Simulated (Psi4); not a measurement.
# CAM-B3LYP/def2-SVP (core potential, sweep point 7) run of InH2Cl (SMILES [H][In]([H])[Cl])

Aim: the vertical ionisation energy of InH2Cl at CAM-B3LYP/def2-SVP (core potential, sweep point 7), from 2 runs. 

Program for the calculation: Psi4 1.11.

4 further runs of the same task are left out: 4 set aside as unsound or not needed.

## Step 1: The structure to begin with

InH2Cl has 4 atoms, charge 0, and is taken as a singlet. As SMILES, `[H][In]([H])[Cl]`. Geometry: a GFN2-xTB relaxation, a rough one for these elements and not checked as a minimum.

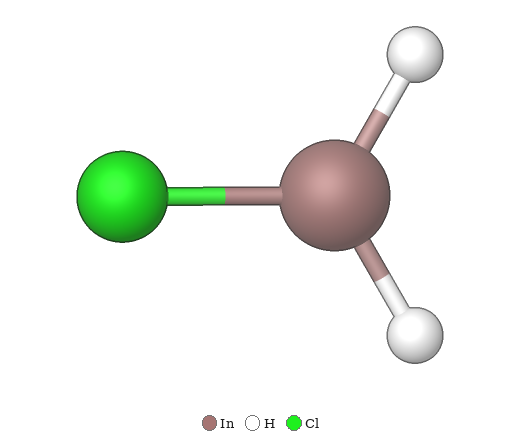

Viewed from a chosen angle; indium brown, hydrogen white, chlorine green.

## Step 2: A single-point energy at CAM-B3LYP/def2-SVP (core potential, sweep point 7)

Input file calc.dat:

```
memory 1600 MB

molecule {
  0 1
  In     0.070210     0.117850    -0.000370
  H      1.783010     0.101380     0.011370
  H     -0.755080     1.618480    -0.019870
  Cl    -1.098140    -1.837720     0.008870
  symmetry c1
}

set {
  basis def2-SVP
  puream true
  scf_type pk
  dft_radial_points 150
  dft_spherical_points 974
}

energy_value, wavefunction = energy("cam-b3lyp", return_wfn=True)
print_variables()
```

On the command line:

```console
$ psi4 -i calc.dat -o calc.out -n 1
```

calc.out:

```text
[...]
    !!!  WARNING: ECP capability is in beta. Please check occupations closely.  !!!
[...]
  Running in c1 symmetry.
[...]
  Nuclear repulsion =  101.265289562941149
[...]
  Multiplicity = 1
[...]
  Nalpha       = 20
  Nbeta        = 20
[...]
    Number of basis functions: 54
[...]
   @RKS iter   1:  -651.34823252139495   -1.11808e+00   5.23046e-03 ADIIS/DIIS
[...]
   @RKS iter   7:  -651.39316819534645   -2.18686e-08   4.67404e-07 DIIS
[...]
    Orbital Energies [Eh]
    ---------------------
    Doubly Occupied:
       1A   -101.549252     2A     -9.504361     3A     -7.271408
       4A     -7.266488     5A     -7.265263     6A     -4.775857
       7A     -3.186420     8A     -3.177602     9A     -3.173984
      10A     -0.904353    11A     -0.865868    12A     -0.864781
      13A     -0.862495    14A     -0.860451    15A     -0.828052
      16A     -0.512330    17A     -0.395422    18A     -0.392654
      19A     -0.376233    20A     -0.342647
[...]
  @RKS Final Energy:  -651.39316819534645
   => Energetics <=
    Nuclear Repulsion Energy =            101.2652895629411489
    One-Electron Energy =               -1173.3064262938733009
    Two-Electron Energy =                 454.8066231605910730
    DFT Exchange-Correlation Energy =     -34.1586546250053686
    Empirical Dispersion Energy =           0.0000000000000000
    VV10 Nonlocal Energy =                  0.0000000000000000
    Total Energy =                       -651.3931681953464476
[...]
 Multipole Moments:
 ------------------------------------------------------------------------------------
     Multipole            Electronic (a.u.)      Nuclear  (a.u.)        Total (a.u.)
 ------------------------------------------------------------------------------------
 L = 1.  Multiply by 2.5417464519 to convert [e a0] to [Debye]
 Dipole X            :         16.3182772          -15.9692307            0.3490465
 Dipole Y            :         27.3160994          -26.7309688            0.5851306
 Dipole Z            :         -0.1276998            0.1252654           -0.0024344
 Magnitude           :                                                    0.6813349
[...]
```

It took 9.6 s on 1 thread of Intel Xeon Platinum 8488C (Sapphire Rapids), shared host; peak memory 0.99 GiB.

## Step 3: The doublet cation, same level

Input file calc.in:

```
memory 1600 MB

molecule system {
  1 2
  In     0.070210     0.117850    -0.000370
  H      1.783010     0.101380     0.011370
  H     -0.755080     1.618480    -0.019870
  Cl    -1.098140    -1.837720     0.008870
  units angstrom
  symmetry c1
}

set {
  basis                def2-SVP
  reference            uks
  puream               true
  scf_type             pk
  dft_radial_points    150
  dft_spherical_points 974
  maxiter              150
}

energy_value, wavefunction = energy('cam-b3lyp', return_wfn=True)
print_variables()
```

On the command line:

```console
$ psi4 -n 1 calc.in calc.out
```

calc.out:

```text
[...]
    !!!  WARNING: ECP capability is in beta. Please check occupations closely.  !!!
[...]
  Running in c1 symmetry.
[...]
  Nuclear repulsion =  101.265289562941149
[...]
  Multiplicity = 2
[...]
  Nalpha       = 20
  Nbeta        = 19
[...]
    Number of basis functions: 54
[...]
   @UKS iter   1:  -650.97376495851006   -7.43610e-01   4.01289e-03 ADIIS/DIIS
[...]
   @UKS iter  10:  -651.00734569673625   -3.81761e-07   8.55009e-07 DIIS
[...]
   @S^2 Observed:                7.735169623E-01
[...]
    Orbital Energies [Eh]
    ---------------------
    Alpha Occupied:
       1A   -101.824730     2A     -9.777909     3A     -7.546483
       4A     -7.542437     5A     -7.537034     6A     -5.033057
       7A     -3.439434     8A     -3.435106     9A     -3.434796
      10A     -1.163903    11A     -1.124106    12A     -1.123453
      13A     -1.116911    14A     -1.116135    15A     -1.087218
      16A     -0.771619    17A     -0.665019    18A     -0.651464
      19A     -0.621415    20A     -0.621386
    Alpha Virtual:
      21A     -0.243352    22A     -0.219862    23A     -0.125408
      24A     -0.085400    25A     -0.036184    26A     -0.007703
[...]
  @UKS Final Energy:  -651.00734569673625
   => Energetics <=
    Nuclear Repulsion Energy =            101.2652895629411489
    One-Electron Energy =               -1162.9599978399210158
    Two-Electron Energy =                 444.6417902681525902
    DFT Exchange-Correlation Energy =     -33.9544276879091100
    Empirical Dispersion Energy =           0.0000000000000000
    VV10 Nonlocal Energy =                  0.0000000000000000
    Total Energy =                       -651.0073456967362517
[...]
 Multipole Moments:
 ------------------------------------------------------------------------------------
     Multipole            Electronic (a.u.)      Nuclear  (a.u.)        Total (a.u.)
 ------------------------------------------------------------------------------------
 L = 1.  Multiply by 2.5417464519 to convert [e a0] to [Debye]
 Dipole X            :         16.4320644          -15.9692307            0.4628337
 Dipole Y            :         27.5049745          -26.7309688            0.7740057
 Dipole Z            :         -0.1288362            0.1252654           -0.0035708
 Magnitude           :                                                    0.9018385
[...]
```

Run time: 18 s. Hardware: 1 thread of Intel Xeon Platinum 8488C (Sapphire Rapids), shared host; peak memory 0.99 GiB.

## Step 4: What came out

Level: CAM-B3LYP/def2-SVP (core potential, sweep point 7).

```
                                          quantity          value
                      singlet InH2Cl: total energy  -651.39317 Eh
                     singlet InH2Cl: dipole moment         1.73 D
                       singlet InH2Cl: HOMO energy       -9.32 eV
                       singlet InH2Cl: LUMO energy       -0.95 eV
                     singlet InH2Cl: HOMO–LUMO gap        8.37 eV
                      doublet cation: total energy  -651.00735 Eh
doublet cation: HOMO energy (highest over α and β)      -16.07 eV
 doublet cation: LUMO energy (lowest over α and β)      -11.66 eV
                              doublet cation: ⟨S²⟩          0.774
vertical ionisation energy (to the doublet cation)      10.499 eV
```

In words: The vertical ionisation energy comes to 10.50 eV (1013 kJ/mol). The negative HOMO energy of the first species, 9.32 eV, lies 1.17 eV below that difference.
